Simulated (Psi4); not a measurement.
SiH2F2: geometry relaxation (part 1 of 2)

System: SiH2F2.
Method: B3LYP/cc-pVTZ, RKS, dispersion D3(BJ) (Psi4 1.11).

The geometry comes from this level: PBE0-D4/def2-TZVP (4 decimals).

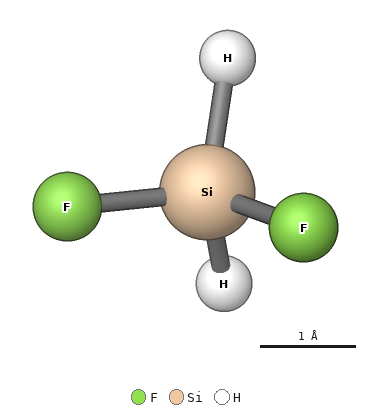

**Figure 1.** The input geometry (ball-and-stick view, seen at a tilt).

The input (run_ase.py)
```python
import numpy as np
from ase.calculators.psi4 import Psi4
from ase.io import read
from ase.optimize import FIRE

a = read('f2h2si.sdf')
calc = Psi4(atoms=a, method='b3lyp-d3(bj)', basis='cc-pVTZ', memory='1600MB', num_threads=1, charge=0, multiplicity=1, label='f2h2si')
a.calc = calc

opt = FIRE(a)
done = opt.run(fmax=0.02, steps=60)
print('converged:', done)
for s, p in zip(a.symbols, a.positions):
    print(f'{s:2s} {p[0]:12.6f} {p[1]:12.6f} {p[2]:12.6f}')
```

File f2h2si.sdf
```

     RDKit          3D

  5  4  0  0  0  0  0  0  0  0999 V2000
   -1.0790    0.5382    0.9807 F   0  0  0  0  0  0  0  0  0  0  0  0
   -0.0052   -0.0005   -0.0541 Si  0  0  0  0  0  4  0  0  0  0  0  0
    1.2476   -0.5206    0.7669 F   0  0  0  0  0  0  0  0  0  0  0  0
   -0.5905   -1.1387   -0.7863 H   0  0  0  0  0  0  0  0  0  0  0  0
    0.4271    1.1217   -0.9073 H   0  0  0  0  0  0  0  0  0  0  0  0
  2  1  1  0
  3  2  1  0
  4  2  1  0
  5  2  1  0
M  END
$$$$
```

Command:
```bash
python run_ase.py
```

Log
```
gradient() will perform analytic gradient computation.

   => Loading Basis Set <=

    Name: CC-PVTZ
    Role: ORBITAL
    Keyword: BASIS

   => B3LYP-D3(BJ): Empirical Dispersion <=

        s6 =       1.000000
        s8 =       1.988900
        a1 =       0.398100
        a2 =       4.421100

         ---------------------------------------------------------
                                   SCF
                              RKS Reference
                        1 Threads,   1525 MiB Core
         ---------------------------------------------------------

  ==> Geometry <==

    Molecular point group: c1
    Full point group: C1

    Geometry (in Angstrom), charge = 0, multiplicity = 1:

       Center              X                  Y                   Z               Mass
    ------------   -----------------  -----------------  -----------------  -----------------
         F           -1.128951444064     0.537395711059     0.545451722789    18.998403162730
         SI          -0.048408250885    -0.005044574743    -0.501793008529    27.976926534650
         F            1.213427397059    -0.528590981664     0.330197525420    18.998403162730
         H           -0.633321906491    -1.143614187308    -1.228060108463     1.007825032230
         H            0.384673454785     1.117673075562    -1.349084959717     1.007825032230

  Running in c1 symmetry.

  Rotational constants: A =      0.80475  B =      0.25365  C =      0.20762 [cm^-1]
  Rotational constants: A =  24125.94631  B =   7604.22514  C =   6224.24712 [MHz]
  Nuclear repulsion =  117.888078752202333

  Charge       = 0
  Multiplicity = 1
  Electrons    = 34
  Nalpha       = 17
  Nbeta        = 17

  ==> Algorithm <==

  SCF Algorithm Type is DF.
  DIIS enabled.
  MOM disabled.
  Fractional occupation disabled.
  Guess Type is SAD.
  Energy threshold   = 1.00e-08
  Density threshold  = 1.00e-08
  Integral threshold = 1.00e-12

  ==> Primary Basis <==

  Basis Set: CC-PVTZ
    Blend: CC-PVTZ
    Number of shells: 44
    Number of basis functions: 122
    Number of Cartesian functions: 139
    Spherical Harmonics?: true
    Max angular momentum: 3

  ==> DFT Potential <==

   => LibXC <=

    Version 7.1.2

   => Composite Functional: B3LYP-D3BJ2B <=

    B3LYP-d3bj2b Hyb-GGA Exchange-Correlation Functional

    Deriv               =              1
    GGA                 =           TRUE
    Meta                =          FALSE

    Exchange Hybrid     =           TRUE
    MP2 Hybrid          =          FALSE

   => Exchange Functionals <=

    0.0800   Slater exchange
    0.7200         Becke 88

   => Exact (HF) Exchange <=

    0.2000               HF

   => Correlation Functionals <=

    0.1900   Vosko, Wilk & Nusair (VWN5_RPA)
    0.8100   Lee, Yang & Parr

   => LibXC Density Thresholds  <==

    XC_HYB_GGA_XC_B3LYP:  1.00E-15

   => Molecular Quadrature <=

    Radial Scheme          =       TREUTLER
    Pruning Scheme         =           NONE
    Nuclear Scheme         =       TREUTLER

    Blocking Scheme        =         OCTREE
    BS radius alpha        =              1
    Pruning alpha          =              1
    Radial Points          =             75
    Spherical Points       =            302
    Total Points           =         109174
    Total Blocks           =            863
    Max Points             =            256
    Max Functions          =            122
    Weights Tolerance      =       1.00E-15

   => Loading Basis Set <=

    Name: (CC-PVTZ AUX)
    Role: JKFIT
    Keyword: DF_BASIS_SCF

  ==> Integral Setup <==

  DFHelper Memory: AOs need 0.041 GiB; user supplied 0.813 GiB.
  SCF_SUBTYPE=INCORE selected. In-core MEM_DF algorithm will be used.
  Using in-core AOs.

  ==> MemDFJK: Density-Fitted J/K Matrices <==

    J tasked:                   Yes
    K tasked:                   Yes
    wK tasked:                   No
    Memory [MiB]:               832
    Algorithm:                 Core
    Schwarz Cutoff:           1E-12
    Mask sparsity (%):       0.9675
    Fitting Condition:        1E-10

   => Auxiliary Basis Set <=

  Basis Set: (CC-PVTZ AUX)
    Blend: CC-PVTZ-JKFIT
    Number of shells: 107
    Number of basis functions: 339
    Number of Cartesian functions: 407
    Spherical Harmonics?: true
    Max angular momentum: 4

  Cached 100.0% of DFT collocation blocks in 0.305 [GiB].

  Minimum eigenvalue in the overlap matrix is 2.5862221703E-03.
  Reciprocal condition number of the overlap matrix is 5.4436125383E-04.
    Using symmetric orthogonalization.

  ==> Pre-Iterations <==

  SCF Guess: Superposition of Atomic Densities via on-the-fly atomic UHF (no occupation information).

   -------------------------
    Irrep   Nso     Nmo
   -------------------------
     A        122     122
   -------------------------
    Total     122     122
   -------------------------

  ==> Iterations <==

                           Total Energy        Delta E     RMS |[F,P]|

   @DF-RKS iter SAD:  -490.12070160314715   -4.90121e+02   0.00000e+00
   @DF-RKS iter   1:  -490.52790519049648   -4.07204e-01   4.68520e-03 ADIIS/DIIS
   @DF-RKS iter   2:  -490.41209554812599    1.15810e-01   7.11149e-03 ADIIS/DIIS
   @DF-RKS iter   3:  -490.61838810036852   -2.06293e-01   5.53184e-04 ADIIS/DIIS
   @DF-RKS iter   4:  -490.61995056353874   -1.56246e-03   6.51830e-05 DIIS
   @DF-RKS iter   5:  -490.61997311975711   -2.25562e-05   1.49288e-05 DIIS
   @DF-RKS iter   6:  -490.61997442647214   -1.30672e-06   1.28655e-06 DIIS
   @DF-RKS iter   7:  -490.61997443577764   -9.30550e-09   2.24575e-07 DIIS
   @DF-RKS iter   8:  -490.61997443601894   -2.41300e-10   3.99386e-08 DIIS
   @DF-RKS iter   9:  -490.61997443602638   -7.44649e-12   5.57648e-09 DIIS
  Energy and wave function converged.

  ==> Post-Iterations <==

   Electrons on quadrature grid:
      Ntotal   =   33.9999746672 ; deviation = -2.533e-05

    Orbital Energies [Eh]
    ---------------------

    Doubly Occupied:

       1A    -66.213331     2A    -24.688521     3A    -24.688518
       4A     -5.351455     5A     -3.712173     6A     -3.710483
       7A     -3.707993     8A     -1.212252     9A     -1.195096
      10A     -0.586700    11A     -0.504268    12A     -0.485693
      13A     -0.480920    14A     -0.443675    15A     -0.432330
      16A     -0.424080    17A     -0.356649

    Virtual:

      18A      0.005883    19A      0.017428    20A      0.059001
      21A      0.102905    22A      0.151803    23A      0.171954
      24A      0.240567    25A      0.253532    26A      0.264499
      27A      0.292146    28A      0.304600    29A      0.342738
      30A      0.439310    31A      0.487954    32A      0.522275
      33A      0.676074    34A      0.704414    35A      0.715570
      36A      0.766271    37A      0.785842    38A      0.828131
      39A      0.870669    40A      0.880229    41A      0.891771
      42A      0.912524    43A      0.956560    44A      0.991502
      45A      1.017191    46A      1.031554    47A      1.052025
      48A      1.183759    49A      1.209218    50A      1.219586
      51A      1.271378    52A      1.328023    53A      1.353775
      54A      1.415764    55A      1.447094    56A      1.504905
      57A      1.586171    58A      1.653643    59A      2.016635
      60A      2.030177    61A      2.046152    62A      2.101820
      63A      2.252668    64A      2.362273    65A      2.402788
      66A      2.419641    67A      2.477109    68A      2.481573
      69A      2.545713    70A      2.627425    71A      2.731068
      72A      2.837714    73A      2.841761    74A      3.255060
      75A      3.272168    76A      3.292650    77A      3.379121
      78A      3.475066    79A      3.548909    80A      3.624547
      81A      3.635702    82A      3.704483    83A      3.859258
      84A      3.951458    85A      3.989677    86A      3.991686
      87A      4.048329    88A      4.132845    89A      4.598685
      90A      4.631731    91A      4.638981    92A      4.646135
      93A      4.708317    94A      4.883507    95A      5.170782
      96A      5.372467    97A      6.828126    98A      6.835833
      99A      6.846594   100A      6.848769   101A      6.850561
     102A      6.853661   103A      6.871031   104A      6.886487
     105A      6.889684   106A      6.897542   107A      6.900260
     108A      6.914519   109A      6.944256   110A      6.954253
     111A      8.272499   112A      8.274109   113A      8.295720
     114A      8.348166   115A      8.576484   116A      8.576538
     117A      8.582266   118A      8.607148   119A      8.702036
     120A      8.715705   121A     10.859213   122A     10.956259

    Final Occupation by Irrep:
              A
    DOCC [    17 ]
    NA   [    17 ]
    NB   [    17 ]

  @DF-RKS Final Energy:  -490.61997443602638

   => Energetics <=

    Nuclear Repulsion Energy =            117.8880787522023326
    One-Electron Energy =                -915.9842467097465715
    Two-Electron Energy =                 341.9459536219094957
    DFT Exchange-Correlation Energy =     -34.4661364879406804
    Empirical Dispersion Energy =          -0.0036236124509593
    VV10 Nonlocal Energy =                  0.0000000000000000
    Total Energy =                       -490.6199744360263821

Computation Completed

Properties will be evaluated at   0.000000,   0.000000,   0.000000 [a0]

Properties computed using the SCF density matrix

 Multipole Moments:

 ------------------------------------------------------------------------------------
     Multipole            Electronic (a.u.)      Nuclear  (a.u.)        Total (a.u.)
 ------------------------------------------------------------------------------------

 L = 1.  Multiply by 2.5417464519 to convert [e a0] to [Debye]
 Dipole X            :          0.2565472           -0.3138464           -0.0572992
 Dipole Y            :          0.0267851           -0.0327350           -0.0059499
 Dipole Z            :          2.6588614           -3.2529820           -0.5941206
 Magnitude           :                                                    0.5969069

 ------------------------------------------------------------------------------------

	total time  =          3 seconds =       0.05 minutes

         ------------------------------------------------------------
                                   SCF GRAD
         ------------------------------------------------------------

  ==> Geometry <==

    Molecular point group: c1
    Full point group: C1

    Geometry (in Angstrom), charge = 0, multiplicity = 1:
```
